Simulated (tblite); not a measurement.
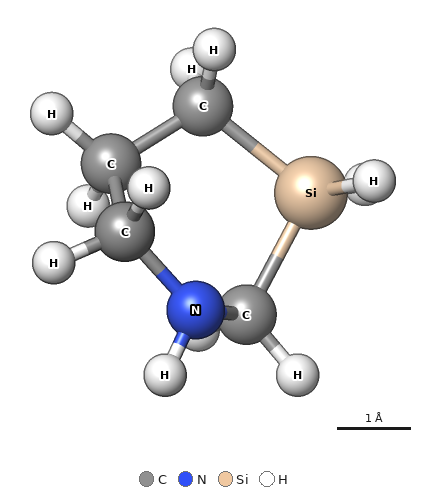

**Figure 1.** The input geometry (ball-and-stick view, seen at a tilt). Bond lengths as drawn: C–C 1.53 Å, C–H 1.09 to 1.10 Å, C–N 1.45 to 1.46 Å, C–Si 1.90 to 1.91 Å, H–N 1.01 Å and H–Si 1.46 to 1.47 Å.

C₄H₁₁NSi: saddle-point search

- system: C₄H₁₁NSi
- method: GFN2-xTB saddle search (eigenvector following) and harmonic vibrations, gas phase (tblite 0.8.0)

The input:
```
{"job": {"xc": "GFN2-xTB", "basis": "xTB", "kind": "saddle"}, "charge": 0, "multiplicity": 1}
C     -0.585550    -1.128068     0.530121
C     -1.295627    -0.368124    -0.591607
N     -0.930205     1.042407    -0.741577
C      0.072900     1.570632     0.167264
Si     1.614708     0.495123    -0.119321
C      0.925760    -1.227586     0.318285
H     -1.021995    -2.129380     0.583110
H     -0.787490    -0.636323     1.483982
H     -1.069049    -0.868861    -1.543989
H     -2.377292    -0.453528    -0.430425
H     -1.759950     1.623417    -0.732187
H      0.243768     2.612128    -0.108709
H     -0.249134     1.576266     1.221629
H      2.732794     0.881326     0.748783
H      1.968204     0.583191    -1.537528
H      1.382684    -1.625350     1.225710
H      1.135475    -1.947271    -0.473540
```

The first line tells a small driver script what to run in tblite; the rest is the geometry in Å.

Launch command:
```bash
OMP_NUM_THREADS=1 python <driver script> task.json out
```

What the program printed:
```
step      E/eV     max force
  0    -511.58813   0.0478
  1    -511.59555   0.0652
  2    -511.60147   0.1043
  3    -511.60485   0.0878
  4    -511.60580   0.0364
  5    -511.60587   0.0132
  6    -511.60590   0.0000
lowest wavenumbers (cm-1): -119.6 135.6 279.0 306.1 378.5 466.8
```

Trajectory as extended XYZ (Å, eV, eV/Å), 6 of the 7 frames kept, from step=0 to step=6:
```
17
Properties=species:S:1:pos:R:3:forces:R:3 step=0 energy=-511.58813
C    -0.5856   -1.1281    0.5301    0.0000   0.0080   0.0100
C    -1.2956   -0.3681   -0.5916   -0.0070  -0.0090   0.0020
N    -0.9302    1.0424   -0.7416   -0.0190   0.0090   0.0080
C     0.0729    1.5706    0.1673    0.0000   0.0010  -0.0130
Si    1.6147    0.4951   -0.1193    0.0030   0.0030   0.0030
C     0.9258   -1.2276    0.3183   -0.0080   0.0030  -0.0030
H    -1.0220   -2.1294    0.5831   -0.0080   0.0000   0.0080
H    -0.7875   -0.6363    1.4840   -0.0100   0.0030   0.0030
H    -1.0690   -0.8689   -1.5440    0.0200  -0.0030   0.0050
H    -2.3773   -0.4535   -0.4304    0.0020  -0.0180  -0.0110
H    -1.7600    1.6234   -0.7322   -0.0170  -0.0110   0.0360
H     0.2438    2.6121   -0.1087    0.0000   0.0010  -0.0260
H    -0.2491    1.5763    1.2216    0.0140   0.0170  -0.0080
H     2.7328    0.8813    0.7488   -0.0020  -0.0020   0.0120
H     1.9682    0.5832   -1.5375    0.0460  -0.0050   0.0120
H     1.3827   -1.6253    1.2257    0.0060  -0.0150  -0.0170
H     1.1355   -1.9473   -0.4735   -0.0210   0.0180  -0.0210
17
Properties=species:S:1:pos:R:3:forces:R:3 step=1 energy=-511.59555
C    -0.5787   -1.1264    0.5424    0.0100  -0.0030   0.0010
C    -1.3125   -0.3761   -0.5694   -0.0070   0.0060  -0.0070
N    -0.9251    1.0247   -0.7583   -0.0300  -0.0070   0.0090
C     0.0684    1.5737    0.1493    0.0040   0.0020  -0.0090
Si    1.6231    0.5030   -0.0930    0.0190  -0.0040  -0.0110
C     0.9251   -1.2307    0.2873    0.0190  -0.0360  -0.0060
H    -1.0166   -2.1265    0.6133    0.0010   0.0060   0.0070
H    -0.7558   -0.6276    1.4979    0.0030   0.0010  -0.0090
H    -1.1227   -0.8981   -1.5196    0.0040   0.0140   0.0260
H    -2.3908   -0.4438   -0.3725    0.0220  -0.0030  -0.0110
H    -1.7492    1.6144   -0.7813    0.0030  -0.0220   0.0220
H     0.2398    2.6091   -0.1500    0.0010  -0.0090  -0.0150
H    -0.2643    1.6046    1.2003    0.0100   0.0110  -0.0170
H     2.7022    0.8805    0.8305   -0.0310  -0.0070  -0.0030
H     2.0521    0.6113   -1.4910    0.0140  -0.0050   0.0470
H     1.4036   -1.6789    1.1614   -0.0220   0.0130  -0.0600
H     1.1014   -1.9131   -0.5473   -0.0210   0.0440   0.0360
17
Properties=species:S:1:pos:R:3:forces:R:3 step=2 energy=-511.60147
C    -0.5705   -1.1258    0.5512    0.0170  -0.0080  -0.0010
C    -1.3285   -0.3827   -0.5487   -0.0080   0.0080  -0.0080
N    -0.9265    1.0094   -0.7711   -0.0200  -0.0220   0.0110
C     0.0656    1.5766    0.1268    0.0120   0.0050  -0.0010
Si    1.6302    0.5077   -0.0687    0.0500   0.0000  -0.0200
C     0.9252   -1.2355    0.2550    0.0340  -0.0540  -0.0040
H    -1.0102   -2.1239    0.6406    0.0080   0.0110   0.0030
H    -0.7207   -0.6191    1.5078    0.0050  -0.0080  -0.0240
H    -1.1728   -0.9205   -1.4970   -0.0050   0.0220   0.0420
H    -2.4020   -0.4358   -0.3187    0.0410   0.0060  -0.0110
H    -1.7466    1.6035   -0.8111    0.0000  -0.0140   0.0070
H     0.2409    2.6040   -0.1996   -0.0030  -0.0240  -0.0010
H    -0.2724    1.6372    1.1755    0.0090   0.0040  -0.0280
H     2.6597    0.8804    0.9169   -0.0620  -0.0210  -0.0450
H     2.1362    0.6346   -1.4421   -0.0150  -0.0080   0.0910
H     1.4214   -1.7266    1.0972   -0.0420   0.0370  -0.0880
H     1.0711   -1.8835   -0.6140   -0.0210   0.0660   0.0780
17
Properties=species:S:1:pos:R:3:forces:R:3 step=4 energy=-511.60580
C    -0.5691   -1.1235    0.5562    0.0020  -0.0020   0.0080
C    -1.3294   -0.3875   -0.5463    0.0080  -0.0050   0.0100
N    -0.9637    1.0147   -0.7562    0.0030   0.0330   0.0150
C     0.0699    1.5813    0.0942   -0.0120   0.0060   0.0040
Si    1.6324    0.5026   -0.0614    0.0060   0.0090  -0.0210
C     0.9207   -1.2391    0.2394    0.0050  -0.0110   0.0030
H    -1.0099   -2.1195    0.6585    0.0000   0.0020   0.0000
H    -0.7080   -0.6073    1.5084    0.0000   0.0000   0.0040
H    -1.1483   -0.9159   -1.4928    0.0090  -0.0140  -0.0280
H    -2.4022   -0.4628   -0.3350   -0.0280  -0.0070   0.0040
H    -1.7940    1.5954   -0.7264    0.0190   0.0000   0.0040
H     0.2536    2.5965   -0.2651   -0.0050  -0.0150   0.0020
H    -0.2404    1.6788    1.1494    0.0050   0.0020  -0.0180
H     2.6115    0.8816    0.9669   -0.0100  -0.0030  -0.0060
H     2.2060    0.6231   -1.4044    0.0000   0.0000   0.0180
H     1.4257   -1.7519    1.0590   -0.0010   0.0010  -0.0050
H     1.0452   -1.8664   -0.6444   -0.0010   0.0040   0.0060
17
Properties=species:S:1:pos:R:3:forces:R:3 step=5 energy=-511.60587
C    -0.5662   -1.1239    0.5581    0.0010  -0.0010  -0.0020
C    -1.3344   -0.3892   -0.5400   -0.0030   0.0000  -0.0020
N    -0.9608    1.0101   -0.7609   -0.0060  -0.0010   0.0040
C     0.0692    1.5815    0.0899    0.0000   0.0000   0.0020
Si    1.6339    0.5043   -0.0552    0.0050   0.0010  -0.0100
C     0.9214   -1.2397    0.2312    0.0060  -0.0090   0.0000
H    -1.0066   -2.1197    0.6639    0.0010   0.0000   0.0000
H    -0.6985   -0.6072    1.5111    0.0000   0.0000   0.0000
H    -1.1667   -0.9235   -1.4871    0.0000   0.0050   0.0070
H    -2.4062   -0.4583   -0.3157    0.0060   0.0020  -0.0030
H    -1.7882    1.5950   -0.7425    0.0070  -0.0050  -0.0010
H     0.2531    2.5942   -0.2752   -0.0010  -0.0030   0.0010
H    -0.2446    1.6856    1.1429    0.0010   0.0000  -0.0030
H     2.5999    0.8799    0.9869   -0.0070  -0.0030  -0.0060
H     2.2250    0.6309   -1.3895   -0.0010   0.0010   0.0110
H     1.4306   -1.7624    1.0422   -0.0050   0.0060  -0.0100
H     1.0390   -1.8578   -0.6603   -0.0020   0.0070   0.0110
17
Properties=species:S:1:pos:R:3:forces:R:3 step=6 energy=-511.60590
C    -0.5662   -1.1239    0.5585    0.0000   0.0000   0.0000
C    -1.3345   -0.3893   -0.5396    0.0000   0.0000   0.0000
N    -0.9615    1.0099   -0.7603    0.0000   0.0000   0.0000
C     0.0692    1.5815    0.0893    0.0000   0.0000   0.0000
Si    1.6337    0.5041   -0.0560    0.0000   0.0000   0.0000
C     0.9211   -1.2397    0.2306    0.0000   0.0000   0.0000
H    -1.0065   -2.1196    0.6647    0.0000   0.0000   0.0000
H    -0.6981   -0.6069    1.5114    0.0000   0.0000   0.0000
H    -1.1660   -0.9232   -1.4864    0.0000   0.0000   0.0000
H    -2.4063   -0.4587   -0.3161    0.0000   0.0000   0.0000
H    -1.7887    1.5947   -0.7417    0.0000   0.0000   0.0000
H     0.2531    2.5939   -0.2764    0.0000   0.0000   0.0000
H    -0.2436    1.6861    1.1424    0.0000   0.0000   0.0000
H     2.5975    0.8789    0.9877    0.0000   0.0000   0.0000
H     2.2280    0.6318   -1.3882    0.0000   0.0000   0.0000
H     1.4309   -1.7621    1.0408    0.0000   0.0000   0.0000
H     1.0378   -1.8576   -0.6607    0.0000   0.0000   0.0000
```

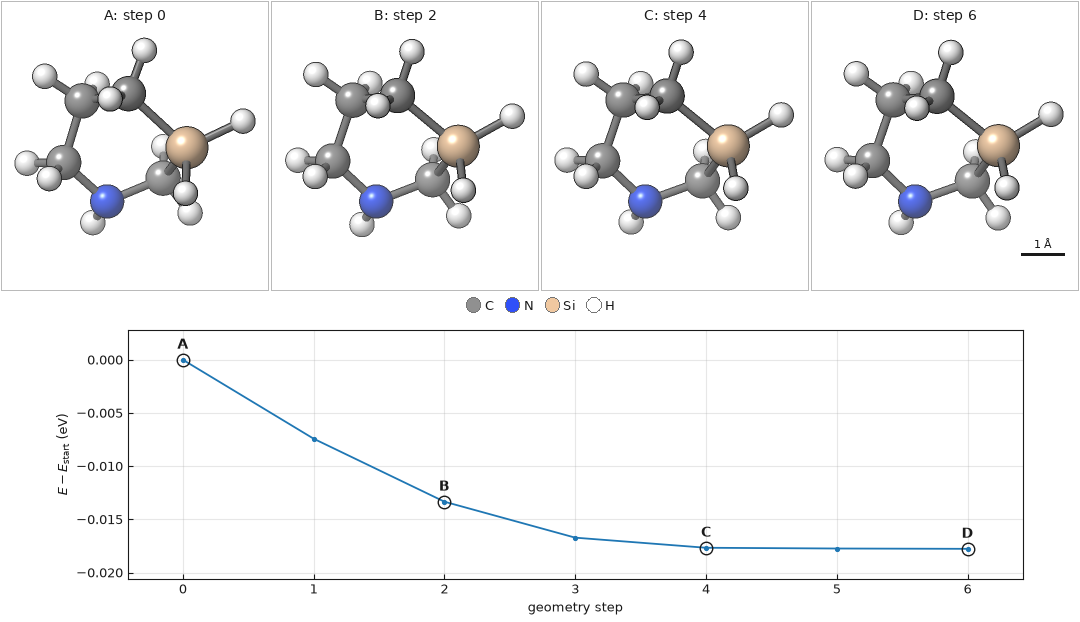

**Figure 2.** Frames of the saddle-point search (ball-and-stick view, seen at a tilt) above the curves, on which the letters mark them (steps are counted from 0).

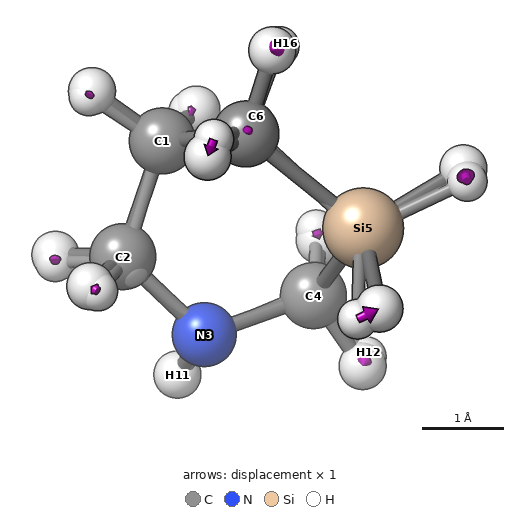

**Figure 3.** Start (faint) and end (solid) with the displacements as pink arrows, at true length (ball-and-stick view, seen at a tilt). The two geometries are laid on each other by the best rigid fit. After 6 geometry steps the energy has fallen by 0.018 eV. Largest force component: 0.046 eV/Å at the start, under 0.0001 eV/Å at the end. The largest move after the best rigid fit is that of H15, 0.30 Å. Largest moves by element: H 0.30 Å, C 0.09 Å, Si 0.07 Å, N 0.05 Å. Among the angles that change: N3–C4–Si5 105.1° → 108.4°, C4–Si5–H15 107.9° → 110.7°, C4–Si5–H14 112.3° → 109.9°. (Atoms are counted from 1 in the order of the input.)

Results in brief:

```csv
quantity,value
outcome,converged
total energy,−511.6059 eV
point group,C1
hardware,"1 CPU thread, shared host"
wall time,1.4 s
peak memory,0.2 GiB
```
